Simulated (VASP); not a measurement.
Band structure of CdGeAs2 (chalcopyrite). Calculation: LDA (Ceperley-Alder, Perdew-Zunger), VASP's LDA PAW potentials (set 64) (plane waves; VASP).

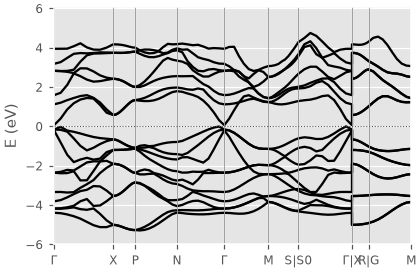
Figure. Bands along high-symmetry lines, zero at the valence-band maximum or, without a gap, the Fermi level

Question: Read the plot: is there a gap, and where are the band edges?

Answer: The gap is indirect, 0.06 eV, from the valence maximum at S0-Γ at 0.89 to the conduction minimum at Γ. (Edges off the drawn lines would not show.)

Measured: gap 0.57 eV (computed value off by -0.51 eV), as given by Sergey N. Rashkeev et al., Physical review. B, Condensed matter (1999), arXiv:cond-mat/9809378.

The compound is CdGeAs2 in the chalcopyrite structure. It was relaxed first.
